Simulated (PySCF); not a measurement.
# Run report: Si⁺, atomic calculation

- system: Si⁺, configuration 1s2 2s2 2p6 3s1 3p2, multiplicity 2.
- method: unrestricted HF, aug-cc-pVQZ-DK, spin-free X2C-1e, Gaussian nucleus (PySCF)

The program's output (extracts):
```
damping factor = 0
level_shift factor = 0
DIIS = <class 'pyscf.scf.diis.CDIIS'>
diis_start_cycle = 1
diis_space = 10
diis_damp = 0
SCF conv_tol = 1e-09
SCF conv_tol_grad = None
number electrons alpha = 7  beta = 6
cycle= 1 E= -288.859728733685  delta_E= -0.0016  |g|= 0.0129  |ddm|= 0.0417
cycle= 2 E= -288.859935658501  delta_E= -0.000207  |g|= 0.00496  |ddm|= 0.028
cycle= 3 E= -288.859971650745  delta_E= -3.6e-05  |g|= 0.000275  |ddm|= 0.0198
cycle= 4 E= -288.859971760531  delta_E= -1.1e-07  |g|= 4.98e-05  |ddm|= 0.00126
cycle= 5 E= -288.859971764712  delta_E= -4.18e-09  |g|= 8.46e-06  |ddm|= 0.000416
cycle= 6 E= -288.859971764835  delta_E= -1.23e-10  |g|= 1.34e-06  |ddm|= 7.96e-05
converged SCF energy = -288.859971764835  <S^2> = 1.7500303  2S+1 = 2.8284486
```

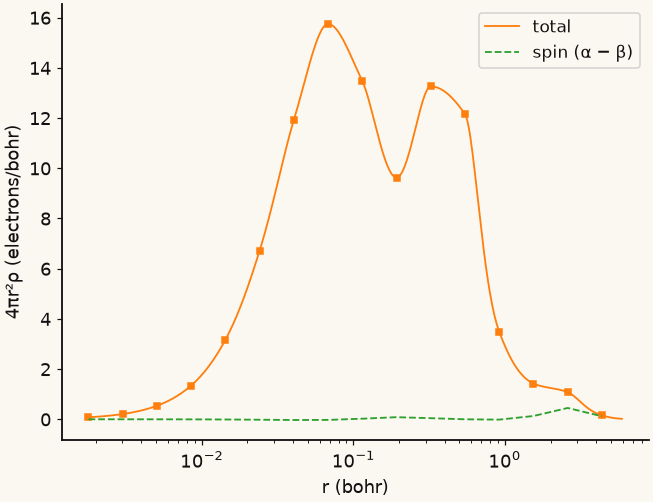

Fig. 1: Spherically averaged radial density 4πr²ρ of the mean field and its spin part; markers are the stored points, which are sparse, and the line is a monotone interpolation between them. The largest stored value is 15.7 electrons/bohr at r = 0.068 bohr. Root-mean-square radii of the shells: 1s 0.129, 2p 0.598, 2s 0.613, 3s 2.19, 3p 2.71 bohr.

Input:
```python
from pyscf import gto, scf, dft, mp, cc
import basis_set_exchange as bse
mol = gto.M(atom="Si 0 0 0", charge=1, spin=1, symmetry="D2h",
            basis=gto.basis.parse(bse.get_basis("aug-cc-pVQZ-DK", elements=["Si"], fmt="nwchem")),
            nucmod="G")
mf = scf.UHF(mol).sfx2c1e()
mf.irrep_nelec = {'Ag': (2, 3), 'B1u': (2, 1), 'B2u': (2, 1), 'B3u': (1, 1)}
mf.kernel()
```

The script is an equivalent of what the driver set up; the driver started from orbitals of its own, so the log can be shorter than this script's would be, and it computed the properties (radii, ⟨L²⟩, response) afterwards. It held the occupations shell by shell, which the script's counts by irreducible representation don't always enforce.

Summary:

- outcome: converged
- total energy: −288.859972 hartree
- ⟨S²⟩: 1.750
- ⟨L²⟩: 2.02
- SCF iterations: 6
- hardware: 1 CPU thread, shared host
- CPU time: 4.7 s (integrals apart)

Remarks:

The driver held the occupations shell by shell, and empty s levels lie below the filled 3p. This is not the ground configuration of the species. ⟨S²⟩ is 1.75 where a pure state of this multiplicity has 0.75, so the determinant is spin-contaminated.
